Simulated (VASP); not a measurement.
Band structure of RbBr (rock salt). All values below come from PBE GGA, VASP's PBE PAW potentials (set 64) (plane waves; VASP).

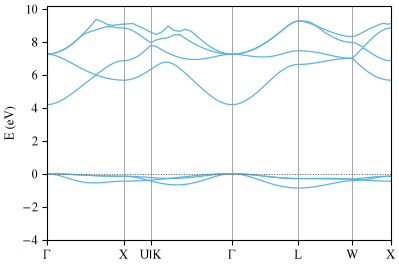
Figure. Bands along high-symmetry lines, zero at the valence-band maximum or, without a gap, the Fermi level

Task: Read the plot: is there a gap, and where are the band edges?

Result: The gap is direct, 4.18 eV, from the valence maximum at Γ to the conduction minimum at Γ. (Edges off the drawn lines would not show.)

Measured: gap 7.20 eV (computed value off by -3.02 eV), as given by Aguado et al., (1998), arXiv:cond-mat/9809176.

The compound is RbBr in the rock salt structure. It was relaxed first, which changed the volume by +6 %.
